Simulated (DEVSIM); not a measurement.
Device: Co/La2O3/n-Si capacitor, at 250 K.

| layer (left to right) | material | thickness (nm) | Nd (cm⁻³) |
|---|---|---|---|
| 1 | La2O3 | 23.0 | - |
| 2 | Si | 13000 | 2e15 |

Metal gate on the left, work function 5 eV. Fixed charge at the semiconductor interface -6e11 cm⁻² (in units of +e); no interface traps.

This is a model device: material constants are rounded textbook-type values typed into the input, and sizes, dopings and lifetimes were drawn at random. Values at 300 K; Nc and Nv go as T^1.5, mobilities as T to minus their exponent, the gap by Varshni's rule with the affinity fixed.

```
parameter         La2O3        Si
----------------  -----  --------
gap (eV)            5.8     1.124
affinity (eV)       1.8      4.05
permittivity         27      11.7
Nc (cm⁻³)             -   2.86e19
Nv (cm⁻³)             -    3.1e19
Varshni α (eV/K)      -  0.000473
Varshni β (K)         -       636
```

Model (solved in DEVSIM): 1D Poisson equation in equilibrium, Boltzmann statistics, complete ionisation; no quantum confinement or tunnelling. Metal contacts follow the ideal Schottky-Mott rule: no Fermi-level pinning, no interface dipoles.

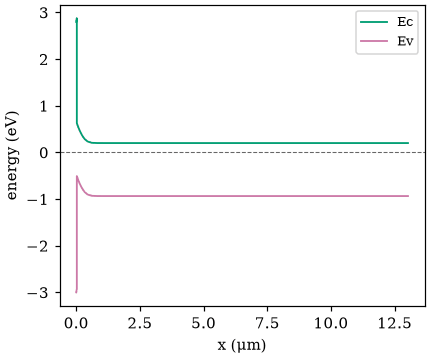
Band edges at 0.4 V on the gate

Energies count from the Fermi level of the right contact; mesh points crowd at the junctions.

```tsv
x (μm)	Ec (eV)	Ev (eV)	n (cm⁻³)	p (cm⁻³)	field (V/cm)
0.000	2.800	-3.000	< 1e2	< 1e2	33000
0.001834	2.806	-2.994	< 1e2	< 1e2	33000
0.006265	2.821	-2.979	< 1e2	< 1e2	33000
0.01486	2.849	-2.950	< 1e2	< 1e2	33000
0.02141	2.871	-2.929	< 1e2	< 1e2	33000
0.02308	0.627	-0.510	5100000	1.3e9	-16000
0.02505	0.624	-0.513	5900000	1.1e9	-16000
0.03387	0.610	-0.526	1.1e7	5.8e8	-15000
0.05292	0.581	-0.555	4.3e7	1.5e8	-15000
0.1049	0.507	-0.629	1.3e9	5000000	-13000
0.2438	0.353	-0.783	1.7e12	3800	-9000
0.8265	0.201	-0.935	2.0e15	< 1e2	-52
2.172	0.200	-0.936	2.0e15	< 1e2	≈ 0
5.768	0.200	-0.936	2.0e15	< 1e2	≈ 0
10.97	0.200	-0.936	2.0e15	< 1e2	≈ 0
12.26	0.200	-0.936	2.0e15	< 1e2	≈ 0
12.74	0.200	-0.936	2.0e15	< 1e2	≈ 0
12.92	0.200	-0.936	2.0e15	< 1e2	≈ 0
12.99	0.200	-0.936	2.0e15	< 1e2	≈ 0
13.01	0.200	-0.936	2.0e15	< 1e2	≈ 0
13.02	0.200	-0.936	2.0e15	< 1e2	≈ 0
13.02	0.200	-0.936	2.0e15	< 1e2	≈ 0
```
